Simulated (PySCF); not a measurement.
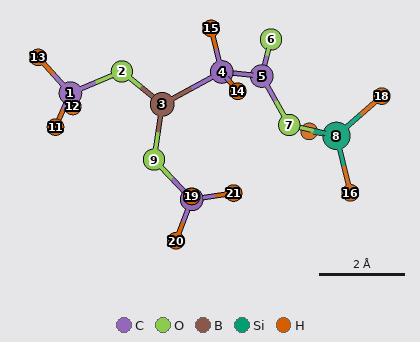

Fig. 1: The structure as given in the input (ball-and-stick view, seen at a tilt; atoms are numbered from 1 in the order of the input).

**Geometry relaxation of C₄H₁₁BO₄Si (part 1 of 2)**

- system: C₄H₁₁BO₄Si
- method: PBE0-D3(BJ)/def2-SVP geometry optimisation, gas phase (PySCF 2.14.0)

It belongs to a series of runs on one base structure; here: H on C replaced by B(OMe)2.

Output
```
step   0  E = -773.31257331  max force = 0.036078
step   1  E = -773.32311925  max force = 0.005143
step   2  E = -773.32346953  max force = 0.002834
step   3  E = -773.32357447  max force = 0.002573
step   4  E = -773.32367917  max force = 0.000776
step   5  E = -773.32369712  max force = 0.000641
step   6  E = -773.32371747  max force = 0.000396
step   7  E = -773.32373360  max force = 0.000693
step   8  E = -773.32374296  max force = 0.000700
step   9  E = -773.32375128  max force = 0.000571
step  10  E = -773.32375603  max force = 0.000481
step  11  E = -773.32375884  max force = 0.000300
optimisation converged
```

Trajectory as extended XYZ (Å, eV, eV/Å), 12 frames, from step=0 to step=11
```
21
Properties=species:S:1:pos:R:3:forces:R:3 step=0 energy=-21042.90695
C    -3.1041    0.9528   -0.7653   -1.2645   1.7593   0.3866
O    -1.9666    1.2610   -0.0229   -0.2035   0.5023  -0.0563
B    -1.1239    0.3177    0.3919    1.8552   0.4400   1.2289
C     0.2061    0.8566    1.2472   -1.8162  -0.5534  -0.7050
C     1.3396    0.9941    0.3238    0.4119   0.8323   0.2403
O     1.7145    2.0311   -0.1726    0.0198  -0.1692  -0.1669
O     1.9725   -0.1553    0.0756   -1.0098  -0.2990   0.6491
Si    3.2898   -0.1580   -0.9512   -0.0989   0.1001  -0.2646
O    -1.3597   -0.9706    0.1326   -0.2794  -0.7466  -0.2319
C    -0.5899   -2.0822    0.5413   -0.7255   0.5024  -0.4150
H    -3.5796    0.0309   -0.4445   -0.1259  -0.5109   0.0730
H    -2.8692    0.9152   -1.8240    0.0912  -0.1765  -0.5736
H    -3.8535    1.8084   -0.6188    0.8327  -1.0201  -0.1938
H     0.4108    0.1523    2.0478    0.2444  -0.3958   0.2513
H    -0.0633    1.8178    1.6746    0.0170   0.4073   0.0114
H     3.5265   -1.5858   -0.8993    0.5306  -0.7621  -0.2836
H     2.8844    0.3278   -2.2665    0.0168   0.0944  -0.5830
H     4.3350    0.6369   -0.3505    0.8002   0.3984   0.2069
H    -0.7814   -2.3008    1.5888   -0.0060  -0.1671   0.4940
H    -0.9219   -2.9289   -0.0644    0.0426  -0.2530  -0.0466
H     0.4626   -1.8985    0.3796    0.6674   0.0174  -0.0214
21
Properties=species:S:1:pos:R:3:forces:R:3 step=1 energy=-21043.19392
C    -3.1695    0.9551   -0.7191   -0.0631  -0.1053   0.1088
O    -2.0134    1.2798    0.0131    0.1759  -0.0961  -0.0289
B    -1.1213    0.3385    0.4148   -0.2645  -0.0764  -0.0981
C     0.1606    0.8558    1.2105    0.0474   0.0321   0.0116
C     1.3510    1.0053    0.3146   -0.0495  -0.0375   0.0049
O     1.7465    2.0287   -0.1825    0.0075   0.0456   0.0112
O     1.9694   -0.1649    0.0694    0.1868  -0.1405  -0.1321
Si    3.3349   -0.1513   -0.9851   -0.1867   0.0724   0.1742
O    -1.3964   -0.9666    0.1417    0.0447   0.2610   0.0111
C    -0.6207   -2.0547    0.5659    0.0944  -0.0404   0.0730
H    -3.5096   -0.0687   -0.5056    0.0562  -0.0809  -0.0600
H    -2.9817    1.0452   -1.8047   -0.0510   0.0533   0.1330
H    -3.9764    1.6408   -0.4217    0.0588   0.1241  -0.1173
H     0.4087    0.1479    2.0164    0.0020   0.0119  -0.0178
H    -0.0752    1.8407    1.6320    0.0029   0.0031  -0.0078
H     3.7157   -1.5881   -1.0373   -0.0051  -0.0032   0.0065
H     2.9467    0.3281   -2.3360    0.0038   0.0207  -0.0172
H     4.4332    0.6529   -0.3881   -0.0017   0.0110  -0.0297
H    -0.7979   -2.2736    1.6344    0.0132   0.0022  -0.0436
H    -0.9249   -2.9360   -0.0152    0.0029  -0.0379  -0.0063
H     0.4562   -1.8780    0.4116   -0.0749  -0.0193   0.0247
21
Properties=species:S:1:pos:R:3:forces:R:3 step=2 energy=-21043.20345
C    -3.1263    0.9711   -0.7465   -0.0213  -0.0196   0.0413
O    -1.9624    1.2615   -0.0137    0.0007  -0.0970  -0.0272
B    -1.1102    0.2992    0.4122   -0.0573   0.0514  -0.0247
C     0.1694    0.8124    1.2156    0.0738  -0.1457   0.0521
C     1.3578    0.9734    0.3213   -0.1449   0.0620   0.0773
O     1.7273    2.0181   -0.1517    0.1408   0.0094  -0.1005
O     1.9986   -0.1789    0.0469   -0.0610  -0.0305   0.0113
Si    3.3359   -0.0785   -1.0291   -0.0395   0.0489   0.0415
O    -1.4033   -1.0011    0.1520    0.0077   0.0589   0.0181
C    -0.6779   -2.1017    0.6369   -0.0047   0.0231   0.0295
H    -3.5114   -0.0371   -0.5282    0.0324   0.0002  -0.0052
H    -2.9212    1.0403   -1.8265   -0.0236   0.0097  -0.0234
H    -3.8958    1.7130   -0.4868    0.0173   0.0181  -0.0276
H     0.4149    0.1046    2.0215    0.0194  -0.0039   0.0033
H    -0.0669    1.7978    1.6355    0.0016  -0.0155  -0.0040
H     3.7766   -1.4961   -1.1240    0.0033  -0.0016  -0.0002
H     2.8991    0.4177   -2.3602    0.0060   0.0020  -0.0033
H     4.4116    0.7609   -0.4405    0.0092   0.0006  -0.0166
H    -0.9169   -2.2958    1.6967   -0.0042   0.0066  -0.0089
H    -0.9708   -2.9892    0.0575    0.0121   0.0117  -0.0086
H     0.4079   -1.9549    0.5404    0.0322   0.0112  -0.0241
21
Properties=species:S:1:pos:R:3:forces:R:3 step=3 energy=-21043.20630
C    -3.1100    0.9590   -0.7727    0.0156   0.0265  -0.0084
O    -1.9578    1.2584   -0.0259    0.0065   0.0342   0.0572
B    -1.1098    0.3066    0.4232    0.0358   0.0108  -0.0665
C     0.1667    0.8015    1.2443   -0.0064   0.1299   0.0306
C     1.3522    0.9680    0.3509    0.0338  -0.0795  -0.0428
O     1.7589    2.0005   -0.1209   -0.0810   0.1052   0.0495
O     1.9656   -0.1936    0.0561   -0.0760  -0.1297   0.0673
Si    3.2810   -0.0755   -1.0389    0.0803   0.0542  -0.0716
O    -1.3856   -0.9919    0.1535   -0.0246  -0.1323   0.0238
C    -0.6467   -2.0808    0.6468   -0.0183  -0.0141  -0.0088
H    -3.4954   -0.0498   -0.5553    0.0014   0.0503   0.0222
H    -2.8877    1.0210   -1.8480    0.0158  -0.0240  -0.0930
H    -3.8769    1.7139   -0.5454   -0.0211  -0.0415   0.0414
H     0.4076    0.0799    2.0392    0.0228   0.0136  -0.0165
H    -0.0641    1.7821    1.6774   -0.0126   0.0062   0.0279
H     3.7164   -1.4924   -1.1656    0.0039  -0.0056  -0.0018
H     2.8217    0.4441   -2.3542    0.0052  -0.0145   0.0035
H     4.3722    0.7528   -0.4638    0.0154  -0.0133  -0.0024
H    -0.8955   -2.2806    1.7024   -0.0196  -0.0023   0.0162
H    -0.9138   -2.9733    0.0620   -0.0013   0.0254  -0.0019
H     0.4367   -1.9131    0.5638    0.0244   0.0006  -0.0259
21
Properties=species:S:1:pos:R:3:forces:R:3 step=4 energy=-21043.20915
C    -3.1093    0.9591   -0.7729    0.0039   0.0016  -0.0050
O    -1.9599    1.2590   -0.0217    0.0100   0.0146   0.0040
B    -1.1116    0.3058    0.4255    0.0185  -0.0017  -0.0238
C     0.1634    0.8088    1.2458   -0.0186   0.0074   0.0358
C     1.3469    0.9706    0.3498   -0.0399   0.0399  -0.0030
O     1.7407    2.0096   -0.1195    0.0289  -0.0281  -0.0035
O     1.9624   -0.1916    0.0565   -0.0190   0.0023   0.0139
Si    3.2847   -0.0779   -1.0351    0.0350   0.0170  -0.0350
O    -1.3894   -0.9948    0.1602   -0.0150  -0.0125   0.0086
C    -0.6423   -2.0831    0.6401    0.0054  -0.0140  -0.0003
H    -3.4905   -0.0497   -0.5534   -0.0097   0.0048   0.0006
H    -2.8888    1.0211   -1.8509    0.0100  -0.0047  -0.0058
H    -3.8824    1.7052   -0.5384   -0.0064  -0.0089   0.0087
H     0.4089    0.0911    2.0426    0.0048  -0.0030  -0.0024
H    -0.0697    1.7901    1.6768    0.0000  -0.0047   0.0020
H     3.7142   -1.4971   -1.1592    0.0018  -0.0008   0.0008
H     2.8335    0.4400   -2.3534   -0.0007  -0.0017   0.0025
H     4.3801    0.7431   -0.4574   -0.0008  -0.0013   0.0029
H    -0.8729   -2.2830    1.7004   -0.0010  -0.0011   0.0001
H    -0.9222   -2.9734    0.0590   -0.0010  -0.0022   0.0002
H     0.4401   -1.9164    0.5343   -0.0062  -0.0028  -0.0012
21
Properties=species:S:1:pos:R:3:forces:R:3 step=5 energy=-21043.20964
C    -3.0989    0.9590   -0.7786   -0.0013  -0.0025  -0.0114
O    -1.9511    1.2543   -0.0229   -0.0085  -0.0073  -0.0300
B    -1.1085    0.2967    0.4260    0.0114   0.0051   0.0122
C     0.1643    0.8045    1.2479   -0.0013  -0.0065   0.0055
C     1.3452    0.9750    0.3494    0.0305  -0.0154  -0.0111
O     1.7398    2.0147   -0.1175   -0.0190   0.0166   0.0147
O     1.9644   -0.1840    0.0502   -0.0196  -0.0298   0.0046
Si    3.2875   -0.0590   -1.0420   -0.0014   0.0096  -0.0004
O    -1.3936   -1.0043    0.1662    0.0012   0.0330   0.0093
C    -0.6561   -2.0973    0.6505    0.0005   0.0069  -0.0002
H    -3.4855   -0.0474   -0.5591   -0.0061  -0.0108  -0.0028
H    -2.8739    1.0184   -1.8566   -0.0006   0.0022   0.0212
H    -3.8712    1.7062   -0.5452    0.0014   0.0042  -0.0042
H     0.4146    0.0865    2.0429    0.0159  -0.0031  -0.0070
H    -0.0728    1.7839    1.6811   -0.0105  -0.0063   0.0008
H     3.7227   -1.4761   -1.1727    0.0001   0.0010   0.0011
H     2.8344    0.4624   -2.3579   -0.0014   0.0014  -0.0008
H     4.3805    0.7624   -0.4602   -0.0019   0.0007   0.0027
H    -0.8886   -2.2909    1.7117    0.0061   0.0014  -0.0048
H    -0.9448   -2.9870    0.0729    0.0016  -0.0054  -0.0006
H     0.4277   -1.9413    0.5430    0.0030   0.0051   0.0013
21
Properties=species:S:1:pos:R:3:forces:R:3 step=6 energy=-21043.21019
C    -3.0888    0.9533   -0.7912    0.0027   0.0017  -0.0118
O    -1.9464    1.2516   -0.0283    0.0019   0.0084  -0.0112
B    -1.1070    0.2957    0.4299    0.0040  -0.0139   0.0110
C     0.1640    0.7982    1.2576   -0.0105  -0.0084  -0.0006
C     1.3439    0.9722    0.3588    0.0178   0.0010  -0.0110
O     1.7398    2.0162   -0.0976   -0.0012   0.0049   0.0051
O     1.9580   -0.1858    0.0448   -0.0203   0.0013   0.0054
Si    3.2770   -0.0470   -1.0515    0.0008  -0.0004  -0.0001
O    -1.3928   -1.0052    0.1721    0.0028  -0.0027   0.0052
C    -0.6560   -2.0973    0.6602   -0.0027   0.0108  -0.0035
H    -3.4788   -0.0516   -0.5703   -0.0005  -0.0059   0.0009
H    -2.8546    1.0075   -1.8672   -0.0037   0.0007   0.0127
H    -3.8619    1.7029   -0.5680    0.0021   0.0030  -0.0020
H     0.4150    0.0749    2.0475    0.0057  -0.0026  -0.0043
H    -0.0728    1.7749    1.6966   -0.0025  -0.0024   0.0022
H     3.7116   -1.4626   -1.2005   -0.0006   0.0023   0.0003
H     2.8185    0.4895   -2.3594   -0.0019   0.0016   0.0004
H     4.3726    0.7670   -0.4644   -0.0020   0.0010   0.0033
H    -0.8886   -2.2870    1.7220    0.0047  -0.0004  -0.0013
H    -0.9446   -2.9891    0.0857    0.0002  -0.0010  -0.0006
H     0.4278   -1.9416    0.5523    0.0034   0.0009  -0.0002
21
Properties=species:S:1:pos:R:3:forces:R:3 step=7 energy=-21043.21063
C    -3.0669    0.9460   -0.8144    0.0039   0.0024  -0.0023
O    -1.9337    1.2433   -0.0374   -0.0091   0.0037   0.0003
B    -1.1054    0.2863    0.4382    0.0091  -0.0115   0.0049
C     0.1590    0.7868    1.2753   -0.0031  -0.0011   0.0078
C     1.3357    0.9722    0.3753   -0.0041   0.0099  -0.0082
O     1.7352    2.0224   -0.0637    0.0077  -0.0157   0.0074
O     1.9390   -0.1843    0.0351    0.0093   0.0356  -0.0105
Si    3.2525   -0.0227   -1.0661    0.0006  -0.0157  -0.0007
O    -1.3901   -1.0153    0.1845   -0.0092  -0.0090  -0.0072
C    -0.6484   -2.1027    0.6758   -0.0017   0.0029  -0.0038
H    -3.4682   -0.0540   -0.5906    0.0021   0.0014   0.0028
H    -2.8156    0.9887   -1.8866   -0.0024  -0.0019  -0.0056
H    -3.8369    1.7043   -0.6106   -0.0008  -0.0021   0.0013
H     0.4148    0.0556    2.0560    0.0006   0.0002   0.0034
H    -0.0810    1.7580    1.7245    0.0010  -0.0012   0.0033
H     3.6829   -1.4358   -1.2485   -0.0001   0.0026  -0.0015
H     2.7867    0.5428   -2.3592   -0.0001   0.0013   0.0016
H     4.3535    0.7750   -0.4673   -0.0011   0.0015   0.0033
H    -0.8727   -2.2851    1.7404    0.0020  -0.0027   0.0034
H    -0.9390   -2.9994    0.1098   -0.0027   0.0025   0.0005
H     0.4343   -1.9455    0.5587   -0.0019  -0.0032  -0.0001
```
